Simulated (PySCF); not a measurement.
# [TlCl2]+: other functionals and bases at one geometry

Aim: see how levels, charges and forces of [TlCl2]+ depend on the level of theory. It is a constructed species; whether it can be made isn't addressed.

Program: PySCF 2.14.0. Level of theory: several levels, as the steps say, no spin–orbit coupling. These are calculated values, not measurements.

1 further run of the same task is left out (for a known fault of the program).

## 1. The starting structure

3 atoms, charge 1, spin multiplicity 1.

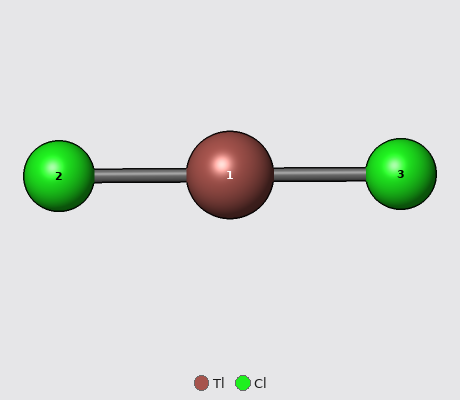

The geometry (thallium brown, chlorine green); atoms are numbered from 1 in the order of the file.

Geometry (Å):

```xyz
3
charge 1, multiplicity 1
Tl    0.00000    0.00000    0.40525
Cl    2.30008    0.00000    0.40582
Cl   -2.30008    0.00000    0.40582
```

Formal oxidation states: Tl +3. An earlier session relaxed this geometry at PBE0, Tl def2-SVP with ECP60, Cl def2-SVP (singlet, point group D∞h).

At PBE0 on the finer grid: E = -1092.057685 Eh, HOMO -15.16 eV, LUMO -10.15 eV, Mulliken charge on Tl1 +0.91 e, largest force component 0.003 eV/Å. 

Levels to run: B3LYP; CAM-B3LYP; PBE0, TZVP. Hardware: 2 threads of Arm Neoverse V1, shared host.

## 2. B3LYP

Input file run.py (the lines that set the calculation):

```python
mol = gto.M(atom='''
Tl     0.00000     0.00000     0.40525
Cl     2.30008     0.00000     0.40582
Cl    -2.30008     0.00000     0.40582''',
    basis={'Tl': 'def2-SVP', 'Cl': 'def2-SVP'},
    ecp={'Tl': 'def2-SVP'},
    charge=1, spin=0)
mf = dft.RKS(mol, xc='B3LYP')
mf.grids.atom_grid = (75, 302)
mf = mf.density_fit()  # fitting sets: Tl def2-universal-JKFIT, Cl def2-universal-JKFIT
mf.conv_tol = 1e-08; mf.max_cycle = 55
mf.kernel(dm0)  # dm0: the density of the relaxed state
```

Command:

```
> OMP_NUM_THREADS=2 python run.py
```

## 3. CAM-B3LYP

run.py (the lines that set the calculation): that of step 2 with these lines changed.

```diff
@@ -7,3 +7,3 @@
     charge=1, spin=0)
-mf = dft.RKS(mol, xc='B3LYP')
+mf = dft.RKS(mol, xc='CAMB3LYP')
 mf.grids.atom_grid = (75, 302)
```

## 4. PBE0, TZVP

Basis: Tl def2-TZVP with ECP60, Cl def2-TZVP. 

Input file run.py (the lines that set the calculation):

```python
mol = gto.M(atom='''
Tl     0.00000     0.00000     0.40525
Cl     2.30008     0.00000     0.40582
Cl    -2.30008     0.00000     0.40582''',
    basis={'Tl': 'def2-TZVP', 'Cl': 'def2-TZVP'},
    ecp={'Tl': 'def2-TZVP'},
    charge=1, spin=0)
mf = dft.RKS(mol, xc='PBE0')
mf.grids.atom_grid = (75, 302)
mf = mf.density_fit()  # fitting sets: Tl def2-universal-JKFIT, Cl def2-universal-JKFIT
mf.conv_tol = 1e-08; mf.max_cycle = 55
mf.kernel(dm0)  # dm0: free metal ions and neutral atoms
```

**Question.** What will these runs give? Wanted: for each run, HOMO; gap; charge on Tl1; dipole; largest force.

As calculated:

| level | state | HOMO (eV) | gap (eV) | charge on Tl1 (e) | dipole (D) | largest force (eV/Å) | basis functions | time |
| --- | --- | --- | --- | --- | --- | --- | --- | --- |
| PBE0 (relaxed here) | singlet | -15.16 | 5.01 | 0.91 | 0.00 | 0.00 | 62 | 3.4 s |
| B3LYP | singlet | -14.81 | 4.47 | 0.87 | 0.00 | 0.39 | 62 | 1.5 s |
| CAM-B3LYP | singlet | -16.45 | 7.40 | 0.87 | 0.00 | 0.09 | 62 | 3.1 s |
| PBE0, TZVP | singlet | -15.09 | 5.14 | 1.09 | 0.00 | 0.93 | 124 | 6.4 s |

Times are on 2 threads of Arm Neoverse V1, shared host; the first row also made further properties. The dipole of a charged species depends on the origin, so these sizes hold for this origin alone.

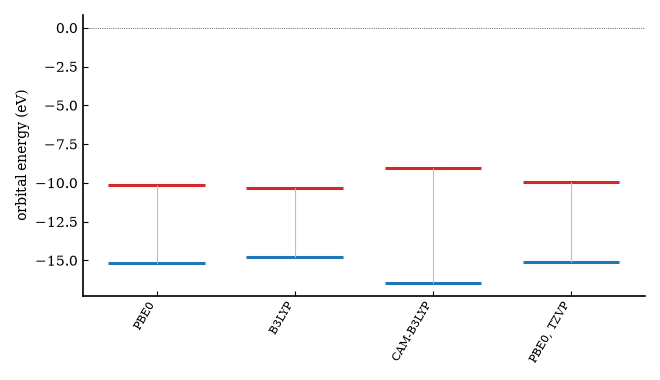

Highest filled and lowest empty level, method by method.

In one basis the HOMO–LUMO gap runs from 4.47 eV (B3LYP) to 7.40 eV (CAM-B3LYP). The largest leftover force, 0.93 eV/Å with PBE0, TZVP, stands at a geometry relaxed at another level. The Mulliken charge on Tl spans +0.87 to +1.09 e over the levels. Total energies of different levels can't be compared. Spin–orbit coupling is left out throughout.
